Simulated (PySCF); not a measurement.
# RuOCl₂: quintet, from a trigonal pyramidal start

The task is one start of a wider search on RuOCl₂: the quintet, from a trigonal pyramidal start. It is relaxed, tested by its Hessian and followed downhill if it is a saddle.

Program: PySCF 2.14.0. Level of theory: PBE0, basis Ru def2-TZVP with ECP28, O def2-TZVP, Cl def2-TZVP, scalar-relativistic core potentials, no spin–orbit coupling, density fitting. These are calculated values, not measurements.

### 1 Where the work starts

4 atoms, charge 0, spin multiplicity 5.

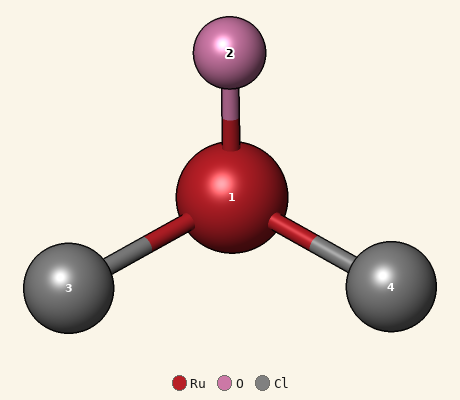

Start geometry, drawn with ruthenium red, oxygen pink, chlorine grey; atoms are numbered from 1 in the order of the file.

Z-matrix (Å, degrees; charge 0 multiplicity 5):
```
Ru
O  1 1.7100
Cl 1 2.2400 2 99.75
Cl 1 2.2400 2 99.75 3 -101.77
```

### 2 First SCF at the start

One driver script runs all steps and calls PySCF; scf.py shows how it sets up the SCF of each step. The optimiser is the driver's own. After this first run the driver tries any further starts and a stability analysis.

File scf.py:

```python
from pyscf import gto, scf, dft
mol = gto.M(atom='''
Ru    -0.000000    -0.518590     0.000010
O      1.709960    -0.504300    -0.000020
Cl    -0.391070     0.870960    -1.712820
Cl    -0.391080     0.870950     1.712810''',
    basis={'Ru': 'def2-TZVP', 'O': 'def2-TZVP', 'Cl': 'def2-TZVP'},
    ecp={'Ru': 'def2-TZVP'},
    charge=0, spin=4)
mf = dft.UKS(mol, xc='PBE0')
mf.grids.atom_grid = (50, 194)
aux = {'Ru': 'def2-universal-JKFIT', 'O': 'def2-universal-JKFIT', 'Cl': 'def2-universal-JKFIT'}
mf = mf.density_fit(auxbasis=aux)
mf.conv_tol = 1e-08
mf.diis_space = 10
mf.max_cycle = 60
mf.init_guess = 'minao'
mf.verbose = 4
mf.kernel()
```

Started as:

```bash
$ OMP_NUM_THREADS=4 python axn.py task.json out
```

Standard output:

```text
init E= -1082.35691927724
[... the frontier-level lines of each cycle are left out ...]
cycle= 1 E= -1089.55779402846  delta_E= -7.2  |g|= 1.15  |ddm|= 3.12
cycle= 2 E= -1084.53581199746  delta_E= 5.02  |g|= 3.13  |ddm|= 4.62
cycle= 3 E= -1090.14520096825  delta_E= -5.61  |g|= 0.32  |ddm|= 4.42
cycle= 4 E= -1089.93327169507  delta_E= 0.212  |g|= 0.831  |ddm|= 0.518
cycle= 5 E= -1090.18700008626  delta_E= -0.254  |g|= 0.089  |ddm|= 0.377
cycle= 6 E= -1090.18954581024  delta_E= -0.00255  |g|= 0.0494  |ddm|= 0.0845
cycle= 7 E= -1090.19096068052  delta_E= -0.00141  |g|= 0.00809  |ddm|= 0.0531
cycle= 8 E= -1090.19102651957  delta_E= -6.58e-05  |g|= 0.0044  |ddm|= 0.0134
cycle= 9 E= -1090.19104616407  delta_E= -1.96e-05  |g|= 0.00192  |ddm|= 0.00646
cycle= 10 E= -1090.19105262082  delta_E= -6.46e-06  |g|= 0.00117  |ddm|= 0.00556
cycle= 11 E= -1090.19105359881  delta_E= -9.78e-07  |g|= 0.000341  |ddm|= 0.00164
cycle= 12 E= -1090.19105375706  delta_E= -1.58e-07  |g|= 0.000121  |ddm|= 0.000831
cycle= 13 E= -1090.19105378305  delta_E= -2.6e-08  |g|= 4.97e-05  |ddm|= 0.000306
cycle= 14 E= -1090.19105379017  delta_E= -7.13e-09  |g|= 3.36e-05  |ddm|= 0.000189
Extra cycle  E= -1090.19105378944  delta_E= 7.33e-10  |g|= 7.45e-05  |ddm|= 8.62e-05
converged SCF energy = -1090.19105378944  <S^2> = 6.0201934  2S+1 = 5.0080708
```

This step, with its further starts and checks, took 23 s on 4 threads of Arm Neoverse V2, shared host.

The starts that the driver tried:

```tsv
start	energy (Eh)
the minimal-basis guess	-1090.191054
a thermally smeared density	-1090.191054
a smeared PBE density	-1090.191054
```

No lower solution of this spin turned up from the other starts or in the test of internal stability.

### 3 Trigonal pyramidal start, quintet: relaxation

The program finds Cs symmetry in the start, which this walk keeps. Threshold on the gradient: 0.0003 Eh/bohr, with a further test on the energy change.

scf.py: that of step 2 with these lines changed.

```diff
@@ -3,4 +3,4 @@
-Ru    -0.000000    -0.518590     0.000010
-O      1.709960    -0.504300    -0.000020
-Cl    -0.391070     0.870960    -1.712820
-Cl    -0.391080     0.870950     1.712810''',
+Ru     0.000001    -0.518589    -0.000001
+O      1.709961    -0.504299    -0.000003
+Cl    -0.391076     0.870958    -1.712813
+Cl    -0.391071     0.870954     1.712817''',
@@ -17 +16,0 @@
-mf.init_guess = 'minao'
```

The optimiser's trace:

```tsv
step	energy (Eh)	change (kJ/mol)	largest symmetric gradient (Eh/bohr)
0	-1090.191054	0.00	0.02457
1	-1090.198309	-19.05	0.01523
2	-1090.205790	-38.69	0.01410
3	-1090.210059	-49.90	0.01977
4	-1090.213348	-58.53	0.01189
5	-1090.215835	-65.06	0.00878
6	-1090.216453	-66.69	0.01648
7	-1090.216836	-67.69	0.00653
8	-1090.216976	-68.06	0.00387
9	-1090.217202	-68.65	0.00188
10	-1090.217231	-68.73	0.00035
11	-1090.217234	-68.74	0.00008
```

The walk took 41 s.

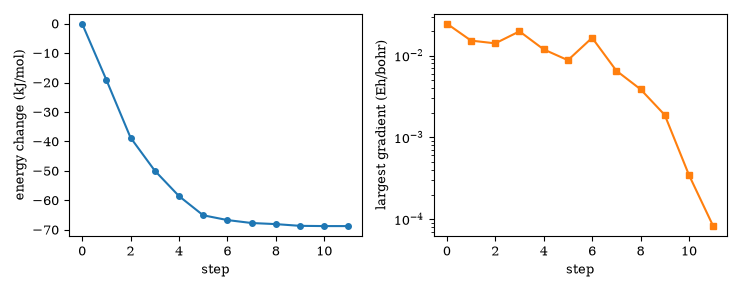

How energy and gradient fall.

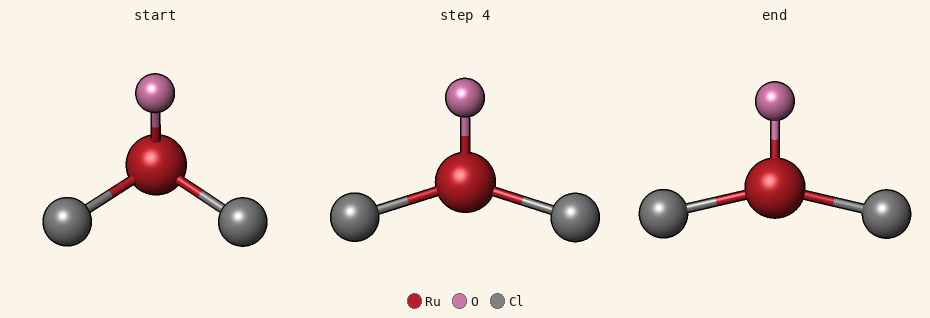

The geometry along the walk, at one scale.

After 11 steps and 68.7 kJ/mol it ends at C2v: Ru–Cl 2.234 Å (×2), Ru–O 1.702 Å; Cl–Ru–Cl 153.9°, Cl–Ru–O 103.0° (×2).

### 4 Is it a minimum? Harmonic modes

On the finer grid the gradient is checked again; gradients at displacements of ±0.02 bohr then give force constants and infrared intensities.

scf.py: that of step 3 with these lines changed.

```diff
@@ -3,4 +3,4 @@
-Ru     0.000001    -0.518589    -0.000001
-O      1.709961    -0.504299    -0.000003
-Cl    -0.391076     0.870958    -1.712813
-Cl    -0.391071     0.870954     1.712817''',
+Ru     0.039280    -0.022710    -0.000000
+O      1.512790    -0.874624    -0.000003
+Cl    -0.401693     0.232241    -2.175384
+Cl    -0.401687     0.232235     2.175386''',
@@ -11 +11 @@
-mf.grids.atom_grid = (50, 194)
+mf.grids.atom_grid = (75, 302)
@@ -14 +14 @@
-mf.conv_tol = 1e-08
+mf.conv_tol = 1e-10
```

This SCF starts from the last density.

Log of the central SCF (cycles and frontier levels):

```text
init E= -1090.21721470021
[... the frontier-level lines of each cycle are left out ...]
cycle= 1 E= -1090.21721470017  delta_E= 4.32e-11  |g|= 1.14e-05  |ddm|= 1.07e-05
cycle= 2 E= -1090.21721469971  delta_E= 4.59e-10  |g|= 3.59e-05  |ddm|= 2.64e-05
cycle= 3 E= -1090.21721470021  delta_E= -4.96e-10  |g|= 7.62e-06  |ddm|= 1.93e-05
cycle= 4 E= -1090.21721470023  delta_E= -2.36e-11  |g|= 5.02e-07  |ddm|= 4.23e-06
Extra cycle  E= -1090.21721470023  delta_E=    0  |g|= 4.44e-07  |ddm|= 1e-06
converged SCF energy = -1090.21721470023  <S^2> = 6.0169323  2S+1 = 5.0067683
```

The whole step took 80 s.

Geometry: C2v; Ru–Cl 2.234 Å (×2), Ru–O 1.702 Å; Cl–Ru–Cl 153.6°, Cl–Ru–O 103.2° (×2).

Modes, for the most abundant isotopes:

```tsv
symmetry	ω (cm⁻¹)	IR (km/mol)
b1	69	16.1
a1	121	1.6
b2	181	0.6
a1	369	4.7
b2	427	143
a1	940	26.3
```

No imaginary mode, so this is a minimum.

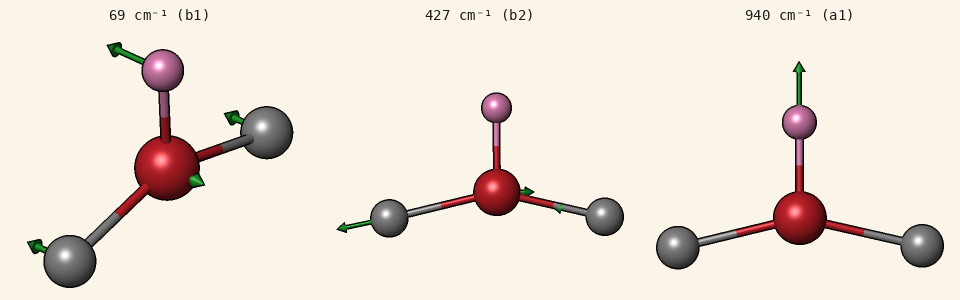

How the atoms move in 3 of the modes.

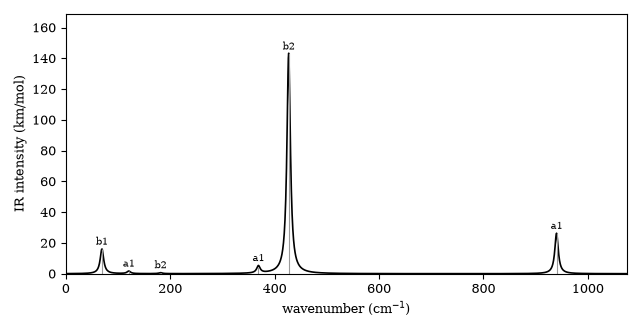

The harmonic infrared spectrum (widths in cm⁻¹). Lines are broadened to a width of 8 cm⁻¹ (Lorentzian).

Constants and moments:

```yaml
Dipole_moment: 1.49 D
Highest_occupied_level: -7.68 eV
Lowest_empty_level: -5.02 eV
Rotational_constants: 0.263, 0.05093, 0.04267 cm⁻¹
Zero-point_energy: 12.6 kJ/mol
Principal_polarisabilities: 38.3, 57.3, 103.6 bohr³
Atomisation_energy_without_zero-point_energy: 1075 kJ/mol
Principal_traceless_quadrupole_moments_about_the_centre_of_mass: -5.68, -1.26, 6.93 D Å
Entropy_at_298.15_K_and_1_bar_electronic_part_spin_only: 345.3 J/(mol K)
Heat_capacity_Cp_at_298.15_K: 71.6 J/(mol K)
Enthalpy_at_298.15_K_above_0_K: 17.14 kJ/mol
Rotational_symmetry_number: 2
Spin_squared_⟨S²⟩: 6.017
```

Charges (e) and bond orders:

```tsv
atom	Mulliken	Löwdin	polar tensor	spin (Mulliken)	Mayer order to Ru1
Ru1	1.07	0.16	1.45	2.77	–
O2	-0.41	-0.20	-0.37	0.81	1.79
Cl3,4	-0.33	0.02	-0.54	0.21	1.01
```

Outer orbital energies (eV). α occupied: -10.92, -10.35, -10.19, -9.86, -9.69, -8.92, -8.80, -7.68; empty: -3.45, -0.61, -0.20, 1.30. β occupied: -11.81, -11.80, -10.73, -10.41, -10.34, -9.80, -9.56, -8.97; empty: -5.02, -4.98, -3.80, -3.25.

Mulliken populations on Ru1 (outside its core potential): s 2.38, p 6.32, d 6.21, f 0.02.

### 5 Results

| quantity | value |
| --- | --- |
| minimum | quintet, C2v |
| geometry | Ru–Cl 2.234 Å (×2), Ru–O 1.702 Å; Cl–Ru–Cl 153.6°, Cl–Ru–O 103.2° (×2) |
| wavenumbers (cm⁻¹) | 69 (b1), 121 (a1), 181 (b2), 369 (a1), 427 (b2), 940 (a1) |
| dipole moment | 1.49 D |
| highest occupied, lowest empty level (either spin) | -7.68, -5.02 eV |
| polar-tensor charge of Ru1 | +1.45 e |
| zero-point energy | 12.6 kJ/mol |
| entropy at 298.15 K | 345.3 J/(mol K) |
| atomisation energy (no zero-point energy) | 1075 kJ/mol |
| ⟨S²⟩ | 6.017 |

In words: From Cs at the start the molecule goes to a C2v minimum. In the infrared the band at 427 cm⁻¹ (b2, stretch) leads. Most of the spin sits on Ru1 (Mulliken spin 2.77, against 4 for the whole molecule). Other starts or spin states, not run here, may lie lower. One determinant may miss the lowest occupation of an open d or f shell.

The search up to here took 2.4 min.
